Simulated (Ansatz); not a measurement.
Relaxed ZnSe (zinc blende):

```yaml
crystal:
  lattice:
    - [0.00000, 5.66608, 5.66608]
    - [2.83304, 2.83304, 5.66608]
    - [2.83304, 2.83304, 0.00000]
  atoms:
    - { symbol: Se, position: [0.00000, 0.75000, 0.75000] }
    - { symbol: Se, position: [0.50000, 0.75000, 0.75000] }
    - { symbol: Zn, position: [0.00000, 0.00000, 0.00000] }
    - { symbol: Zn, position: [0.50000, 0.00000, 0.00000] }
```

A phonon eigenvector at X = (0.5, 0.5, 0.0) is frozen into this cell: atom i moves by Q times the vector below, so Q is the largest atomic displacement, in Å. The cell is held. It is one choice among 2 degenerate patterns. (q is in reciprocal vectors of the primitive cell; the cell shown is doubled to hold the pattern.)

```
atom       x       y      z
----  ------  ------  -----
Se1   -0.704   0.000  0.000
Se2    0.704   0.000  0.000
Zn3    0.000  -1.000  0.000
Zn4    0.000   1.000  0.000
```

These are r2SCAN (plane waves to 500 eV, PAW, scalar-relativistic; Ansatz, an electronic-structure program) values and carry that method's errors. k mesh 10×10×10 (Γ-centred), Fermi-Dirac smearing 0.05 eV. E stands for the smeared free energy. The PAW data are Ansatz's earlier set. ZnSe was relaxed with its symmetry unable to fall. ΔE is measured from the undisplaced structure.

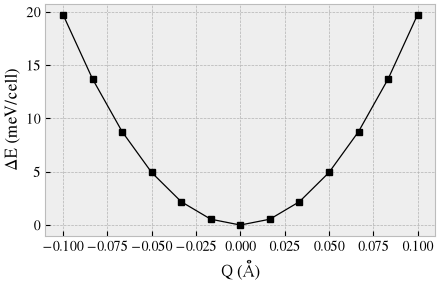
ΔE (meV/cell) against Q (Å); one marker a computed point.

Task: What is the energy change at Q = 0.100 Å?

Result: About 20 meV/cell.

Task: What harmonic wavenumber does the curvature at Q = 0 give?

Result: About 72 cm⁻¹.

(A displaced cell: forces are minus the slopes of the energy, force constants its curvatures, and phonons follow from these.)
